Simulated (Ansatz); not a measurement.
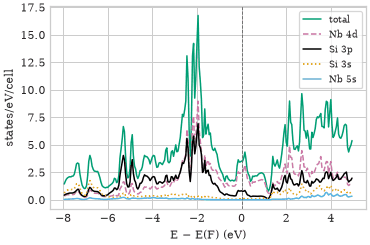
*Total and projected density of states of NbSi₂ in space group P6_222 (No. 180; Nb on 3d, Si on 6j), plane-wave PAW LDA (Ansatz code)*

Task: Which orbitals carry the states next to the Fermi level?

Result: Within 0.5 eV of the Fermi level: Nb 4d 72 %, Si 3p 20 %. Projections are on Löwdin-orthogonalised atomic valence shells; empty p or d shells of many metals are not among them.

Task: Where is the tallest occupied peak in this window, and what makes it?

Result: Near -1.9 eV, about 17 states/eV per cell; the largest projected share is Nb 4d.

The cell was relaxed with LDA under the symmetry of its start. The run is not spin-polarised. Spin–orbit coupling is left out wherever it is not named.

Potentials: the later of the program's two PAW sets.
